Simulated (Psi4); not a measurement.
# One shape, several levels: BeH2 (SMILES [H][Be][H])

Aim: a comparison of 6 runs (HF/STO-3G, MP2/pcseg-1, BCCD(T)/cc-pVDZ-DK, MP4(SDQ)/aug-cc-pVDZ-DK, CCSD(T)/STO-3G) of BeH2. 

Program for the calculation: Psi4 1.11.

9 further runs of the same task are left out: 2 that didn't finish, 7 set aside as unsound or not needed.

## 1. The system as given

The species is BeH2 (3 atoms), meant as a singlet with charge 0. As SMILES, `[H][Be][H]`. The shape comes from GFN2-xTB, which is rough for such elements, and wasn't checked as a minimum.

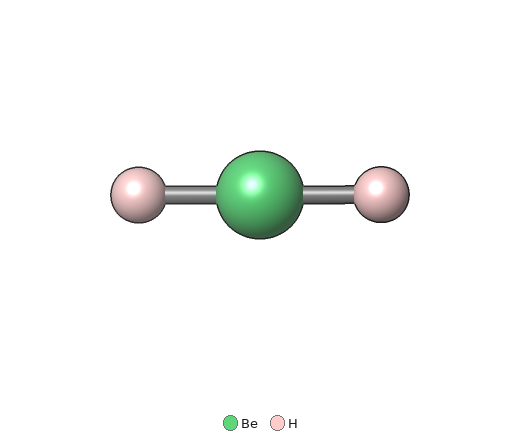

Viewed from a chosen angle; beryllium green, hydrogen pink.

## 2. A single-point energy at HF/STO-3G (run 1)

Contents of beh2.xyz:

```xyz
3
BeH2
Be    -0.000840    -0.000480    -0.000030
H     -0.018180    -0.022770     1.279120
H      0.019030     0.023250    -1.279100
```

Contents of run.py:

```python
import psi4

psi4.set_memory(1600000000)
psi4.set_num_threads(1)
psi4.core.set_output_file('beh2.out', False)

with open('beh2.xyz') as f:
    atoms = ''.join(f.readlines()[2:])
mol = psi4.geometry('0 1\n' + atoms + 'symmetry c1\nno_reorient\nno_com')

psi4.set_options({
    'basis': 'STO-3G',
    'puream': True,
    'e_convergence': 1e-09,
    'd_convergence': 1e-08,
    'scf_type': 'pk',
})

e, wfn = psi4.energy('scf', molecule=mol, return_wfn=True)
psi4.oeprop(wfn, 'DIPOLE', 'WIBERG_LOWDIN_INDICES', 'QUADRUPOLE', title='SCF')
print(f'scf energy: {e:.10f} Eh')
```

The run is started by

```bash
$ python run.py
```

beh2.out:

```text
[...]
  Running in c1 symmetry.
[...]
  Nuclear repulsion =    3.515569756008339
[...]
  Multiplicity = 1
[...]
  Nalpha       = 3
  Nbeta        = 3
[...]
    Number of basis functions: 7
[...]
   @RHF iter   1:   -15.55140457718332   -8.89101e-01   1.48694e-02 DIIS/ADIIS
[...]
   @RHF iter   7:   -15.56124737829102   -2.48690e-14   5.42284e-12 DIIS
[...]
  @RHF Final Energy:   -15.56124737829102
   => Energetics <=
    Nuclear Repulsion Energy =              3.5155697560083388
    One-Electron Energy =                 -27.3206781891099304
    Two-Electron Energy =                   8.2438610548105675
    Total Energy =                        -15.5612473782910232
[...]
 Multipole Moments:
 ------------------------------------------------------------------------------------
     Multipole            Electronic (a.u.)      Nuclear  (a.u.)        Total (a.u.)
 ------------------------------------------------------------------------------------
 L = 1.  Multiply by 2.5417464519 to convert [e a0] to [Debye]
 Dipole X            :          0.0029495           -0.0047432           -0.0017937
 Dipole Y            :          0.0017002           -0.0027212           -0.0010210
 Dipole Z            :          0.0001441           -0.0001890           -0.0000449
 Magnitude           :                                                    0.0020644
 L = 2.  Multiply by 1.3450342976 to convert [e a0^2] to [Debye ang]
 Quadrupole XX       :         -4.4773259            0.0024836           -4.4748424
 Quadrupole XY       :         -0.0038384            0.0030640           -0.0007743
[...]
```

The script printed:

```text
scf energy: -15.5612473783 Eh
```

It took 1.2 s on 1 thread of Intel Xeon 6975P-C (Granite Rapids), shared host; peak memory 0.18 GiB.

## 3. A single-point energy at MP2/pcseg-1 (run 2)

Contents of job.in:

```
memory 1600 MB

molecule geom {
  Be    -0.000840    -0.000480    -0.000030
  H     -0.018180    -0.022770     1.279120
  H      0.019030     0.023250    -1.279100
  symmetry c1
}

set puream true
set e_convergence 1e-09
set d_convergence 1e-08
set scf_type pk
set num_frozen_docc 0
set mp2_type conv

energy_value, wavefunction = energy('mp2/pcseg-1', return_wfn=True)
```

The run is started by

```bash
$ psi4 -i job.in -o job.out -n 1
```

job.out:

```text
[...]
  Running in c1 symmetry.
[...]
  Nuclear repulsion =    3.515569756008338
[...]
  Multiplicity = 1
[...]
  Nalpha       = 3
  Nbeta        = 3
[...]
    Number of basis functions: 19
[...]
   @RHF iter   1:   -15.75321399349307   -6.01037e-01   2.90068e-03 ADIIS/DIIS
[...]
   @RHF iter   6:   -15.75579959767946   -2.04370e-11   8.09450e-09 DIIS
[...]
  @RHF Final Energy:   -15.75579959767946
   => Energetics <=
    Nuclear Repulsion Energy =              3.5155697560083383
    One-Electron Energy =                 -27.3091798192405442
    Two-Electron Energy =                   8.0378104655527398
    Total Energy =                        -15.7557995976794647
[...]
 Multipole Moments:
 ------------------------------------------------------------------------------------
     Multipole            Electronic (a.u.)      Nuclear  (a.u.)        Total (a.u.)
 ------------------------------------------------------------------------------------
 L = 1.  Multiply by 2.5417464519 to convert [e a0] to [Debye]
 Dipole X            :          0.0048809           -0.0024847            0.0023962
 Dipole Y            :         -0.0001328            0.0000683           -0.0000645
 Dipole Z            :          0.0000000            0.0000000            0.0000000
 Magnitude           :                                                    0.0023971
[...]
	SCS-MP2 Total Energy (a.u.)        :   -15.80702218375739
	SOS-MP2 Total Energy (a.u.)        :   -15.80669742237541
	SCSN-MP2 Total Energy (a.u.)       :   -15.75751433777628
[...]
	SOS-PI-MP2 Total Energy (a.u.)     :   -15.81518039315807
[...]
	MP2 Total Energy (a.u.)            :   -15.79918873573867
[...]
```

It took 1.6 s on 1 thread of Intel Xeon 6975P-C (Granite Rapids), shared host; peak memory 0.18 GiB.

Run 3 isn't shown in full; the table further down has it.

## 4. A single-point energy at BCCD(T)/cc-pVDZ-DK (sfX2C, density fitting) (run 4)

Contents of job.py:

```python
import psi4

psi4.set_memory('1600 MB')
psi4.set_num_threads(1)
psi4.set_output_file('run.log', False)

molecule = psi4.geometry("""
Be    -0.000840    -0.000480    -0.000030
H     -0.018180    -0.022770     1.279120
H      0.019030     0.023250    -1.279100
symmetry c1
""")

options = {'scf_type': 'df', 'freeze_core': True, 'relativistic': 'x2c'}
psi4.set_options(options)

energy_value = psi4.energy('bccd(t)/cc-pVDZ-DK')
print(f'bccd(t)/cc-pVDZ-DK energy: {energy_value:.10f} Eh')
for k, v in sorted(psi4.core.scalar_variables().items()):
    print(f'{k:45s} {v:18.10f}')
```

The run is started by

```bash
$ python job.py
```

run.log:

```text
[...]
  Running in c1 symmetry.
[...]
  Nuclear repulsion =    3.515569756008338
[...]
  Multiplicity = 1
[...]
  Nalpha       = 3
  Nbeta        = 3
[...]
    Number of basis functions: 24
[...]
   @DF-RHF iter   1:   -15.76486149674692   -6.03196e-01   2.38129e-03 ADIIS/DIIS
[...]
   @DF-RHF iter   7:   -15.76767173451234   -1.36779e-13   1.81223e-09 DIIS
[...]
  @DF-RHF Final Energy:   -15.76767173451234
   => Energetics <=
    Nuclear Repulsion Energy =              3.5155697560083383
    One-Electron Energy =                 -27.3314880701532630
    Two-Electron Energy =                   8.0482465796325844
    Total Energy =                        -15.7676717345123389
[...]
 Multipole Moments:
 ------------------------------------------------------------------------------------
     Multipole            Electronic (a.u.)      Nuclear  (a.u.)        Total (a.u.)
 ------------------------------------------------------------------------------------
 L = 1.  Multiply by 2.5417464519 to convert [e a0] to [Debye]
 Dipole X            :          0.0046331           -0.0024847            0.0021484
 Dipole Y            :         -0.0001255            0.0000683           -0.0000572
 Dipole Z            :          0.0000000            0.0000000            0.0000000
 Magnitude           :                                                    0.0021491
[...]
      * MP2 total energy                      =  -15.818522184954121
[...]
      * CCSD total energy                     =  -15.835194376339146
[...]
      * CCSD total energy                     =  -15.835224415355386
[...]
      * MP2 total energy                      =  -15.818762252142045
[...]
      * CCSD total energy                     =  -15.835224692820795
[...]
      * CCSD(T) total energy                  =  -15.835631841021419
```

Run time: 2.4 s. Hardware: 1 thread of Intel Xeon 6975P-C (Granite Rapids), shared host; peak memory 0.2 GiB.

Run 5 isn't shown in full; the table further down has it.

## 5. The energy at CCSD(T)/STO-3G (run 6)

Contents of run.py:

```python
import psi4

psi4.set_memory(1600000000)
psi4.set_num_threads(1)
psi4.core.set_output_file('psi4.out', False)

mol = psi4.geometry("""
Be    -0.00158737    -0.00090707    -0.00005669
H     -0.03435522    -0.04302906     2.41718648
H      0.03596149     0.04393613    -2.41714869
units bohr
symmetry c1
no_reorient
no_com
""")

psi4.set_options({
    'basis': 'STO-3G',
    'puream': True,
    'e_convergence': 1e-09,
    'd_convergence': 1e-08,
    'scf_type': 'pk',
    'num_frozen_docc': 0,
})

e_tot = psi4.energy("ccsd(t)")
print(f'total energy {e_tot:.8f} hartree = {e_tot * 27.211386:.5f} eV')
for k, v in sorted(psi4.core.scalar_variables().items()):
    print(f'{k:45s} {v:18.10f}')
```

The run is started by

```bash
$ python run.py
```

psi4.out:

```text
[...]
  Running in c1 symmetry.
[...]
  Nuclear repulsion =    3.515569755110224
[...]
  Multiplicity = 1
[...]
  Nalpha       = 3
  Nbeta        = 3
[...]
    Number of basis functions: 7
[...]
   @RHF iter   1:   -15.55140457717993   -8.89101e-01   1.48694e-02 ADIIS/DIIS
[...]
   @RHF iter   7:   -15.56124737829702   -1.77636e-15   5.42320e-12 DIIS
[...]
  @RHF Final Energy:   -15.56124737829702
   => Energetics <=
    Nuclear Repulsion Energy =              3.5155697551102238
    One-Electron Energy =                 -27.3206781875596469
    Two-Electron Energy =                   8.2438610541524007
    Total Energy =                        -15.5612473782970220
[...]
 Multipole Moments:
 ------------------------------------------------------------------------------------
     Multipole            Electronic (a.u.)      Nuclear  (a.u.)        Total (a.u.)
 ------------------------------------------------------------------------------------
 L = 1.  Multiply by 2.5417464519 to convert [e a0] to [Debye]
 Dipole X            :          0.0029495           -0.0047432           -0.0017937
 Dipole Y            :          0.0017002           -0.0027212           -0.0010210
 Dipole Z            :          0.0001441           -0.0001890           -0.0000449
 Magnitude           :                                                    0.0020644
[...]
      * MP2 total energy                      =  -15.583385131940785
[...]
      * CCSD total energy                     =  -15.593850028351945
[...]
      * CCSD(T) total energy                  =  -15.594043661852593
```

Standard output:

```text
total energy -15.59404366 hartree = -424.33554 eV
(T) CORRECTION ENERGY                              -0.0001936335
CC D1 DIAGNOSTIC                                    0.0102586392
CC D2 DIAGNOSTIC                                    0.1164674818
CC NEW D1 DIAGNOSTIC                                0.0102586392
CC T1 DIAGNOSTIC                                    0.0043997345
CCSD CORRELATION ENERGY                            -0.0326026501
CCSD DOUBLES ENERGY                                -0.0326026501
CCSD ITERATIONS                                    10.0000000000
CCSD OPPOSITE-SPIN CORRELATION ENERGY              -0.0324807482
CCSD SAME-SPIN CORRELATION ENERGY                  -0.0001219018
CCSD SINGLES ENERGY                                 0.0000000000
CCSD TOTAL ENERGY                                 -15.5938500284
CCSD(T) CORRELATION ENERGY                         -0.0327962836
CCSD(T) TOTAL ENERGY                              -15.5940436619
CURRENT CORRELATION ENERGY                         -0.0327962836
CURRENT ENERGY                                    -15.5940436619
CURRENT REFERENCE ENERGY                          -15.5612473783
DD SOLVATION ENERGY                                 0.0000000000
HF KINETIC ENERGY                                  15.8029265349
HF POTENTIAL ENERGY                               -31.3641739132
HF TOTAL ENERGY                                   -15.5612473783
HF VIRIAL RATIO                                     1.9847066835
MP2 CORRELATION ENERGY                             -0.0221377536
MP2 DOUBLES ENERGY                                 -0.0221377536
MP2 OPPOSITE-SPIN CORRELATION ENERGY               -0.0220421448
MP2 SAME-SPIN CORRELATION ENERGY                   -0.0000956088
MP2 SINGLES ENERGY                                 -0.0000000000
MP2 TOTAL ENERGY                                  -15.5833851319
NUCLEAR REPULSION ENERGY                            3.5155697551
ONE-ELECTRON ENERGY                               -27.3206781876
PCM POLARIZATION ENERGY                             0.0000000000
PE ENERGY                                           0.0000000000
SCF ITERATION ENERGY                              -15.5612473783
SCF ITERATIONS                                      7.0000000000
SCF TOTAL ENERGY                                  -15.5612473783
TWO-ELECTRON ENERGY                                 8.2438610542
```

Run time: 1.5 s. Hardware: 1 thread of Intel Xeon 6975P-C (Granite Rapids), shared host; peak memory 0.18 GiB.

## 6. All runs side by side

```
run                                        level  mp2 type  integrals  energy (Eh)  HOMO energy (eV)  LUMO energy (eV)  HOMO–LUMO gap (eV)  wall time
  1                                    HF/STO-3G         –         pk   -15.561247            -11.76              5.73               17.48      1.2 s
  2                                  MP2/pcseg-1      conv         pk   -15.799189            -12.38              2.14               14.51      1.6 s
  3         BCCD(T)/cc-pVDZ-DK (density fitting)         –         df   -15.833060            -12.34              1.95               14.29      2.7 s
  4  BCCD(T)/cc-pVDZ-DK (sfX2C, density fitting)         –         df   -15.835632            -12.34              1.95               14.29      2.4 s
  5                      MP4(SDQ)/aug-cc-pVDZ-DK         –         pk   -15.835031            -12.37              0.48               12.85      1.7 s
  6                               CCSD(T)/STO-3G         –         pk   -15.594044            -11.76              5.73               17.48      1.5 s
```

## 7. What came out

| quantity | value |
| --- | --- |
| run 6: total energy | -15.59404 Eh |
| run 6: HOMO energy (Hartree–Fock orbitals) | -11.76 eV |
| run 6: LUMO energy (Hartree–Fock orbitals) | 5.73 eV |
| run 6: HOMO–LUMO gap (Hartree–Fock orbitals) | 17.48 eV |
| run 6: correlation energy | -32.8 mEh |
| run 6: (T) correction | -0.19 mEh |
| run 6: T1 diagnostic | 0.004 |

What this shows: In runs 1, 6 the basis is minimal, so the values are rough. In runs 3, 5 relativity is left out where basis or elements ask for it. All runs together took 11 s, the longest 2.7 s.
